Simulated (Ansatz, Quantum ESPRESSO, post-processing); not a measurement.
# Thickness dependence of 1T-SnSe2, part 5 of 8

Aim: screening, gap and ionisation potential of 1T-SnSe2 against the number of layers.

Quantum ESPRESSO 7.5; plane-wave DFT, PBE, GBRV ultrasoft pseudopotentials; geometry by Ansatz 0.2.0 with PAW datasets.

So far. Step 7 (Band structure, 1 layer: no field): Along this path the valence top lies between Γ and M and the conduction bottom at M. Step 13 (Potential by pp.x, 2 layers): The slope in the vacuum is 0.100 eV/Å for an applied 0.10 V/Å, as it should be.

## (14) Band structure, 2 layers: no field

File n2.f0.bands.in:

```
&control
  prefix = 'n2.f0.bands'
  outdir = './out'
  pseudo_dir = './pseudo'
  calculation = 'bands'
  tefield = .true.
  dipfield = .true.
/
&system
  ibrav = 0
  nat = 6
  ntyp = 2
  ecutwfc = 40
  ecutrho = 200
  occupations = 'smearing'
  smearing = 'fd'
  degauss = 0.004
  edir = 3
  emaxpos = 0.97
  eopreg = 0.04
  eamp = 0.0
  nbnd = 30
/
&electrons
  conv_thr = 1e-07
  mixing_beta = 0.4
  electron_maxstep = 120
  mixing_mode = 'local-TF'
/
ATOMIC_SPECIES
  Se  78.9710  se_pbe_v1.uspp.F.UPF
  Sn  118.7100  sn_pbe_v1.4.uspp.F.UPF
CELL_PARAMETERS angstrom
  3.83880997504888 -0.00000000000000 -0.00000000000000
  -1.91940498752444 3.32450695869344 -0.00000000000000
  -0.00000000000000 -0.00000000000000 24.52097808570000
ATOMIC_POSITIONS crystal
  Se  0.666666666667 0.333333333333 0.313484043721
  Sn  0.000000000000 0.000000000000 0.378466497541
  Se  0.333333333333 0.666666666667 0.443469292799
  Se  0.666666666667 0.333333333333 0.556530709461
  Sn  -0.000000000000 -0.000000000000 0.621533485767
  Se  0.333333333333 0.666666666667 0.686515970712
K_POINTS crystal_b
4
  0.0000000000 0.0000000000 0.0000000000 12
  0.5000000000 0.0000000000 0.0000000000 12
  0.3333333333 0.3333333333 0.0000000000 12
  0.0000000000 0.0000000000 0.0000000000 1
```

Command:

```
$ cp -r out/n2.f0.save out/n2.f0.bands.save
$ cp out/n2.f0.xml out/n2.f0.bands.xml
$ OMP_NUM_THREADS=1 mpirun -n 4 pw.x -nk 4 -in n2.f0.bands.in > n2.f0.bands.out
```

What it wrote:

```text
[banner, memory and clock lines left out]
Program PWSCF v.7.5 starts

          URL

     Presently no symmetry can be used with electric field

     Atomic positions and unit cell read from directory:
     ./out/n2.f0.bands.save/

     G-vector sticks info

     bravais-lattice index     =            0
     lattice parameter (alat)  =       7.2543  a.u.
     unit-cell volume          =    2111.8266 (a.u.)^3
     number of atoms/cell      =            6
     number of atomic types    =            2
     number of electrons       =        52.00
     number of Kohn-Sham states=           30
     kinetic-energy cutoff     =      40.0000  Ry
     charge density cutoff     =     200.0000  Ry
     Exchange-correlation=  SLA  PW   PBX  PBC
                           (   1   4   3   4   0   0   0)

     celldm(1)=   7.254299  celldm(2)=   0.000000  celldm(3)=   0.000000
     celldm(4)=   0.000000  celldm(5)=   0.000000  celldm(6)=   0.000000

     crystal axes: (cart. coord. in units of alat)
               a(1) = (   1.000000  -0.000000  -0.000000 )
               a(2) = (  -0.500000   0.866025  -0.000000 )
               a(3) = (  -0.000000  -0.000000   6.387651 )

     reciprocal axes: (cart. coord. in units 2 pi/alat)
               b(1) = (  1.000000  0.577350  0.000000 )
               b(2) = (  0.000000  1.154701  0.000000 )
               b(3) = (  0.000000  0.000000  0.156552 )

     PseudoPot. # 1 for Se read from file:
     ./pseudo/se_pbe_v1.uspp.F.UPF
     Pseudo is Ultrasoft + core correction, Zval =  6.0
     Generated by new atomic code, or converted to UPF format
     Using radial grid of  877 points,  6 beta functions with:
                l(1) =   0
                l(2) =   0
                l(3) =   1
                l(4) =   1
                l(5) =   2
                l(6) =   2
     Q(r) pseudized with  8 coefficients,  rinner =    1.300   1.300   1.300
                                                       1.300   1.300

     PseudoPot. # 2 for Sn read from file:
     ./pseudo/sn_pbe_v1.4.uspp.F.UPF
     Pseudo is Ultrasoft + core correction, Zval = 14.0
     Generated by new atomic code, or converted to UPF format
     Using radial grid of  891 points,  6 beta functions with:
                l(1) =   0
                l(2) =   0
                l(3) =   1
                l(4) =   1
                l(5) =   2
                l(6) =   2
     Q(r) pseudized with  8 coefficients,  rinner =    1.350   1.350   1.350
                                                       1.350   1.350

     atomic species   valence    mass     pseudopotential
     Se                6.00    78.97100     Se( 1.00)
     Sn               14.00   118.71000     Sn( 1.00)

     No symmetry found

   Cartesian axes

     site n.     atom                  positions (alat units)
         1        Se     tau(   1) = (   0.5000000   0.2886751   2.0024266  )
         2        Sn     tau(   2) = (   0.0000000   0.0000000   2.4175119  )
         3        Se     tau(   3) = (  -0.0000000   0.5773503   2.8327270  )
         4        Se     tau(   4) = (   0.5000000   0.2886751   3.5549239  )
         5        Sn     tau(   5) = (   0.0000000   0.0000000   3.9701389  )
         6        Se     tau(   6) = (  -0.0000000   0.5773503   4.3852244  )

     number of k points=    37  Fermi-Dirac smearing, width (Ry)=  0.0040
                       cart. coord. in units 2pi/alat
        k(    1) = (   0.0000000   0.0000000   0.0000000), wk =   0.0540541
        k(    2) = (   0.0416667   0.0240563   0.0000000), wk =   0.0540541
        k(    3) = (   0.0833333   0.0481125   0.0000000), wk =   0.0540541
        k(    4) = (   0.1250000   0.0721688   0.0000000), wk =   0.0540541
        k(    5) = (   0.1666667   0.0962250   0.0000000), wk =   0.0540541
        k(    6) = (   0.2083333   0.1202813   0.0000000), wk =   0.0540541
        k(    7) = (   0.2500000   0.1443376   0.0000000), wk =   0.0540541
        k(    8) = (   0.2916667   0.1683938   0.0000000), wk =   0.0540541
        k(    9) = (   0.3333333   0.1924501   0.0000000), wk =   0.0540541
        k(   10) = (   0.3750000   0.2165064   0.0000000), wk =   0.0540541
        k(   11) = (   0.4166667   0.2405626   0.0000000), wk =   0.0540541
        k(   12) = (   0.4583333   0.2646189   0.0000000), wk =   0.0540541
        k(   13) = (   0.5000000   0.2886751   0.0000000), wk =   0.0540541
        k(   14) = (   0.4861111   0.3127314   0.0000000), wk =   0.0540541
        k(   15) = (   0.4722222   0.3367877   0.0000000), wk =   0.0540541
        k(   16) = (   0.4583333   0.3608439   0.0000000), wk =   0.0540541
        k(   17) = (   0.4444444   0.3849002   0.0000000), wk =   0.0540541
        k(   18) = (   0.4305556   0.4089564   0.0000000), wk =   0.0540541
        k(   19) = (   0.4166667   0.4330127   0.0000000), wk =   0.0540541
        k(   20) = (   0.4027778   0.4570690   0.0000000), wk =   0.0540541
        k(   21) = (   0.3888889   0.4811252   0.0000000), wk =   0.0540541
        k(   22) = (   0.3750000   0.5051815   0.0000000), wk =   0.0540541
        k(   23) = (   0.3611111   0.5292377   0.0000000), wk =   0.0540541
        k(   24) = (   0.3472222   0.5532940   0.0000000), wk =   0.0540541
        k(   25) = (   0.3333333   0.5773503   0.0000000), wk =   0.0540541
        k(   26) = (   0.3055556   0.5292377   0.0000000), wk =   0.0540541
        k(   27) = (   0.2777778   0.4811252   0.0000000), wk =   0.0540541
        k(   28) = (   0.2500000   0.4330127   0.0000000), wk =   0.0540541
        k(   29) = (   0.2222222   0.3849002   0.0000000), wk =   0.0540541
        k(   30) = (   0.1944444   0.3367877   0.0000000), wk =   0.0540541
        k(   31) = (   0.1666667   0.2886751   0.0000000), wk =   0.0540541
        k(   32) = (   0.1388889   0.2405626   0.0000000), wk =   0.0540541
        k(   33) = (   0.1111111   0.1924501   0.0000000), wk =   0.0540541
        k(   34) = (   0.0833333   0.1443376   0.0000000), wk =   0.0540541
        k(   35) = (   0.0555556   0.0962250   0.0000000), wk =   0.0540541
        k(   36) = (   0.0277778   0.0481125   0.0000000), wk =   0.0540541
        k(   37) = (   0.0000000   0.0000000   0.0000000), wk =   0.0540541

     Dense  grid:   100973 G-vectors     FFT dimensions: (  36,  36, 216)

     Smooth grid:    72373 G-vectors     FFT dimensions: (  30,  30, 192)

     The potential is recalculated from file :
     ./out/n2.f0.bands.save/charge-density

     negative rho (up, down):  4.429E-04 0.000E+00

     Adding external electric field

     Computed dipole along edir(3) :
        Dipole               -0.0000 Ry au,         -0.0000 Debye
        Dipole field         -0.0000 Ry au,

[...]
-0.3549  -0.0443   0.9536   1.2932   4.1769   4.4408

          k = 0.4722 0.3368 0.0000 (  9014 PWs)   bands (ev):

   -20.9875 -20.9872 -20.9219 -20.9217 -20.9196 -20.9194 -20.8805 -20.8803
   -20.8773 -20.8770 -11.8648 -11.7655 -11.4522 -11.3977  -6.8394  -6.7510
    -4.3613  -3.9938  -2.5289  -2.2631  -2.0923  -1.8704  -0.8601  -0.4304
    -0.3899  -0.1202   1.0630   1.3713   4.3146   4.5224

          k = 0.4583 0.3608 0.0000 (  9008 PWs)   bands (ev):

   -20.9858 -20.9856 -20.9235 -20.9233 -20.9187 -20.9184 -20.8814 -20.8812
   -20.8774 -20.8772 -11.8465 -11.7494 -11.4449 -11.3928  -6.8366  -6.7593
    -4.3296  -3.9614  -2.5913  -2.4000  -2.2047  -1.9223  -0.8699  -0.4772
    -0.4265  -0.1882   1.2260   1.4739   4.5231   4.6380

          k = 0.4444 0.3849 0.0000 (  9004 PWs)   bands (ev):

   -20.9836 -20.9833 -20.9257 -20.9255 -20.9173 -20.9171 -20.8827 -20.8825
   -20.8777 -20.8774 -11.8215 -11.7274 -11.4356 -11.3867  -6.8338  -6.7713
    -4.2856  -3.9164  -2.7151  -2.5526  -2.2846  -2.0187  -0.8812  -0.6051
    -0.4505  -0.2063   1.4210   1.5741   4.7603   4.7755

          k = 0.4306 0.4090 0.0000 (  9026 PWs)   bands (ev):

   -20.9808 -20.9805 -20.9284 -20.9282 -20.9156 -20.9154 -20.8842 -20.8840
   -20.8780 -20.8777 -11.7903 -11.7003 -11.4251 -11.3806  -6.8317  -6.7873
    -4.2296  -3.8590  -2.8851  -2.7074  -2.3328  -2.1557  -0.8904  -0.7708
    -0.4580  -0.1995   1.6266   1.6509   4.8672   5.0288

          k = 0.4167 0.4330 0.0000 (  9024 PWs)   bands (ev):

   -20.9776 -20.9774 -20.9316 -20.9314 -20.9136 -20.9134 -20.8859 -20.8857
   -20.8783 -20.8781 -11.7537 -11.6689 -11.4145 -11.3756  -6.8315  -6.8072
    -4.1621  -3.7898  -3.0678  -2.8542  -2.3765  -2.3227  -0.9324  -0.8967
    -0.4517  -0.1893   1.6928   1.8240   4.9537   5.1817

          k = 0.4028 0.4571 0.0000 (  9032 PWs)   bands (ev):

   -20.9741 -20.9738 -20.9352 -20.9349 -20.9113 -20.9111 -20.8878 -20.8876
   -20.8787 -20.8785 -11.7125 -11.6342 -11.4051 -11.3731  -6.8338  -6.8304
    -4.0842  -3.7092  -3.2409  -2.9850  -2.5070  -2.4365  -1.0642  -0.9025
    -0.4351  -0.1828   1.6998   1.9980   5.0219   5.1591

          k = 0.3889 0.4811 0.0000 (  9016 PWs)   bands (ev):

   -20.9703 -20.9701 -20.9390 -20.9388 -20.9087 -20.9085 -20.8899 -20.8897
   -20.8791 -20.8789 -11.6679 -11.5975 -11.3985 -11.3748  -6.8557  -6.8390
    -3.9970  -3.6185  -3.3923  -3.0942  -2.6965  -2.5233  -1.1509  -0.9127
    -0.4110  -0.1826   1.6805   2.1384   5.0714   5.0842

          k = 0.3750 0.5052 0.0000 (  9006 PWs)   bands (ev):

   -20.9665 -20.9662 -20.9430 -20.9428 -20.9061 -20.9059 -20.8920 -20.8918
   -20.8795 -20.8793 -11.6213 -11.5605 -11.3964 -11.3820  -6.8809  -6.8468
    -3.9033  -3.5257  -3.5086  -3.1783  -2.8802  -2.6358  -1.1881  -0.9326
    -0.3810  -0.1903   1.6476   2.2400   5.0259   5.1002

          k = 0.3611 0.5292 0.0000 (  9004 PWs)   bands (ev):

   -20.9625 -20.9623 -20.9471 -20.9468 -20.9034 -20.9032 -20.8942 -20.8940
   -20.8799 -20.8796 -11.5745 -11.5257 -11.4002 -11.3959  -6.9032  -6.8558
    -3.8085  -3.6058  -3.4150  -3.2352  -3.0464  -2.7615  -1.1818  -0.9663
    -0.3462  -0.2071   1.6140   2.3034   5.0008   5.1063

          k = 0.3472 0.5533 0.0000 (  9009 PWs)   bands (ev):

   -20.9587 -20.9584 -20.9511 -20.9508 -20.9008 -20.9006 -20.8964 -20.8962
   -20.8801 -20.8799 -11.5302 -11.4984 -11.4142 -11.4103  -6.9192  -6.8637
    -3.7259  -3.6618  -3.3191  -3.2638  -3.1780  -2.8763  -1.1423  -1.0157
    -0.3082  -0.2335   1.5897   2.3347   5.0102   5.0885

          k = 0.3333 0.5774 0.0000 (  9009 PWs)   bands (ev):

   -20.9550 -20.9548 -20.9547 -20.9545 -20.8986 -20.8985 -20.8984 -20.8983
   -20.8802 -20.8800 -11.4972 -11.4971 -11.4217 -11.4215  -6.9253  -6.8672
    -3.6852  -3.6852  -3.2689  -3.2689  -3.2388  -2.9306  -1.0800  -1.0800
    -0.2689  -0.2689   1.5808   2.3429   5.0484   5.0484

          k = 0.3056 0.5292 0.0000 (  9007 PWs)   bands (ev):

   -20.9616 -20.9614 -20.9478 -20.9476 -20.9025 -20.9023 -20.8954 -20.8952
   -20.8797 -20.8795 -11.5940 -11.5404 -11.3921 -11.3829  -6.8953  -6.8460
    -3.7646  -3.6532  -3.3680  -3.2411  -3.0820  -2.7548  -1.2340  -0.9258
    -0.3521  -0.1970   1.6169   2.3271   4.9275   5.1700

          k = 0.2778 0.4811 0.0000 (  9015 PWs)   bands (ev):

   -20.9666 -20.9663 -20.9417 -20.9415 -20.9058 -20.9056 -20.8946 -20.8944
   -20.8785 -20.8783 -11.7565 -11.6718 -11.3785 -11.3325  -6.7966  -6.7671
    -3.8498  -3.6175  -3.3741  -3.1522  -2.7952  -2.4512  -1.3718  -0.8173
    -0.3825  -0.1528   1.7143   2.3082   4.8133   5.2487

          k = 0.2500 0.4330 0.0000 (  8993 PWs)   bands (ev):

   -20.9693 -20.9690 -20.9367 -20.9365 -20.9083 -20.9080 -20.8953 -20.8951
   -20.8778 -20.8775 -11.9614 -11.8510 -11.4007 -11.3133  -6.6304  -6.6194
    -3.8338  -3.6080  -3.1765  -3.0592  -2.4720  -2.1183  -1.4232  -0.8388
    -0.2708  -0.1535   1.8490   2.3022   4.7609   5.1773

          k = 0.2222 0.3849 0.0000 (  9017 PWs)   bands (ev):

   -20.9696 -20.9693 -20.9329 -20.9327 -20.9097 -20.9095 -20.8967 -20.8965
   -20.8787 -20.8785 -12.1917 -12.0611 -11.4599 -11.3311  -6.4159  -6.4096
    -3.7006  -3.5029  -2.9850  -2.9092  -2.1416  -1.7813  -1.3410  -0.8886
    -0.2029  -0.0999   1.9991   2.3059   4.7797   5.0509

          k = 0.1944 0.3368 0.0000 (  9025 PWs)   bands (ev):

   -20.9676 -20.9674 -20.9306 -20.9303 -20.9100 -20.9098 -20.8982 -20.8980
   -20.8815 -20.8813 -12.4298 -12.2844 -11.5501 -11.3831  -6.1870  -6.1581
    -3.4604  -3.2779  -2.8939  -2.6271  -1.8237  -1.4604  -1.1374  -0.8638
    -0.2870   0.0511   2.1518   2.3149   4.8231   4.9623

          k = 0.1667 0.2887 0.0000 (  9001 PWs)   bands (ev):

   -20.9639 -20.9637 -20.9298 -20.9296 -20.9093 -20.9091 -20.8994 -20.8992
   -20.8859 -20.8857 -12.6604 -12.5046 -11.6605 -11.4609  -5.9848  -5.8945
    -3.1421  -2.9381  -2.7039  -2.3535  -1.5417  -1.1682  -0.8698  -0.7279
    -0.3731   0.1530   2.3014   2.3335   4.8033   4.9128

          k = 0.1389 0.2406 0.0000 (  9013 PWs)   bands (ev):

   -20.9591 -20.9589 -20.9306 -20.9304 -20.9077 -20.9075 -20.9005 -20.9002
   -20.8909 -20.8907 -12.8712 -12.7084 -11.7787 -11.5528  -5.8427  -5.6506
    -2.7737  -2.4984  -2.3536  -2.0782  -1.3300  -0.8975  -0.6144  -0.5141
    -0.3986   0.1994   2.3724   2.4373   4.6713   4.8256

          k = 0.1111 0.1925 0.0000 (  9039 PWs)   bands (ev):

   -20.9540 -20.9537 -20.9329 -20.9327 -20.9054 -20.9052 -20.9018 -20.9016
   -20.8952 -20.8950 -13.0533 -12.8858 -11.8924 -11.6466  -5.7683  -5.4525
    -2.3457  -1.9805  -1.8724  -1.7689  -1.2145  -0.6503  -0.4721  -0.2864
    -0.2648   0.1982   2.4380   2.5135   4.4558   4.6051

          k = 0.0833 0.1443 0.0000 (  9051 PWs)   bands (ev):

   -20.9492 -20.9490 -20.9360 -20.9358 -20.9043 -20.9041 -20.9028 -20.9026
   -20.8973 -20.8971 -13.2005 -13.0298 -11.9915 -11.7313  -5.7446  -5.3117
    -1.8782  -1.4187  -1.4047  -1.3615  -1.1161  -0.4485  -0.3619  -0.0946
    -0.0887   0.1659   2.4247   2.5119   4.1859   4.2677

          k = 0.0556 0.0962 0.0000 (  9065 PWs)   bands (ev):

   -20.9455 -20.9453 -20.9392 -20.9390 -20.9069 -20.9067 -20.9004 -20.9002
   -20.8979 -20.8977 -13.3082 -13.1356 -12.0679 -11.7981  -5.7471  -5.2244
    -1.5546  -1.0166  -1.0005  -0.8534  -0.7373  -0.3072  -0.2287   0.0061
     0.0330   0.1396   2.1142   2.5355   3.8302   3.8643

          k = 0.0278 0.0481 0.0000 (  9095 PWs)   bands (ev):

   -20.9432 -20.9430 -20.9415 -20.9413 -20.9087 -20.9085 -20.8987 -20.8985
   -20.8980 -20.8978 -13.3739 -13.2002 -12.1160 -11.8407  -5.7562  -5.1790
    -1.4858  -0.6444  -0.5563  -0.4174  -0.4087  -0.2428  -0.0334  -0.0133
     0.0912   0.1604   1.7107   2.4629   3.4481   3.5196

          k = 0.0000 0.0000 0.0000 (  9123 PWs)   bands (ev):

   -20.9424 -20.9424 -20.9422 -20.9422 -20.9093 -20.9091 -20.8980 -20.8980
   -20.8978 -20.8978 -13.3959 -13.2220 -12.1324 -11.8553  -5.7604  -5.1652
    -1.4804  -0.3713  -0.3713  -0.3500  -0.2589  -0.2589   0.0272   0.0272
     0.1508   0.1508   1.4999   2.3971   3.2695   3.3857

     XML data file, pseudopotentials, collected wavefunctions

                                        0.00s GPU  (     634 calls)
```

Run time: 94 s. Hardware: 4 MPI ranks of Arm Neoverse V1, shared host; peak memory 0.46 GiB.

Read from the output:

* dipole along the normal: 0 e·Å
* valence top, on the run's zero: 0.2554 eV
* conduction bottom, on the run's zero: 0.9149 eV
* gap by band count: 0.6595 eV

Band numbers count within the set of bands kept for display. The electronic bands at the labelled points (eV, zero at the highest filled level of the SCF mesh; v1 is the highest filled band, c1 the lowest empty one):

```tsv
point	v4	v3	v2	v1	c1	c2	c3	c4
Γ	-0.23	-0.23	-0.10	-0.10	1.24	2.14	3.01	3.13
M	-1.11	-0.70	-0.60	-0.27	0.66	1.01	3.87	4.16
K	-1.34	-1.34	-0.52	-0.52	1.33	2.09	4.79	4.79
Γ	-0.23	-0.23	-0.10	-0.10	1.24	2.14	3.01	3.13
```

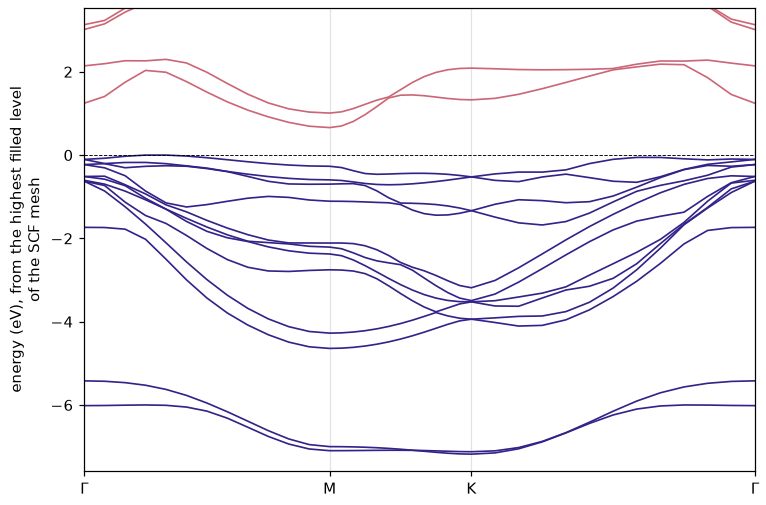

Electronic bands along the path; lines of filled and empty bands in two colours.

Along this path the valence top lies between Γ and M and the conduction bottom at M.

## (15) Polarisability from the dipole between 0 and 0.1 V/A, 2 layers

Numbers from this step:

```
polarisability a cell      : 10.98 Å³
sheet polarisability 4πα/A : 10.81 Å
```

Table of change of the potential energy, second field less first by z:

```tsv
z (Å)	change of the potential energy, second field less first (eV)
0	-0.342
2	-0.485
4	-0.285
6	-0.0947
8	-0.0278
10	-0.0186
12	-0.00530
14	0.0186
16	0.0278
18	0.0592
20	0.234
22	0.434
24	0.334
```

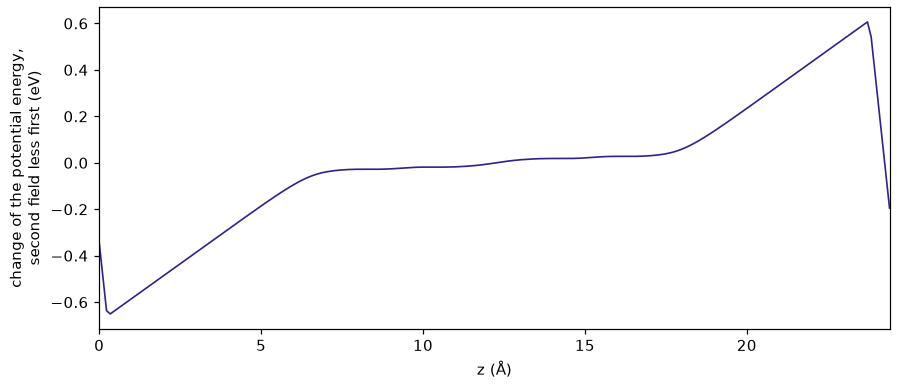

Change of the potential energy, second field less first, plotted against z.

(Part 5 of 8 ends here.)

[Logs are printed without paths, hosts, clocks, repeated set-up lines and the standing remarks that a program may print on its own settings, such as how far it seeks lower states.]

[Hosts, paths, dates, database ids (printed as entryN), source tags and the programs' standing remarks are cut or masked in the printed files.]

[Maps of the electrostatic potential energy from Ansatz leave out the sawtooth potential of an applied field or a dipole correction, so their vacuum need not be flat; planar profiles and work functions include it.]
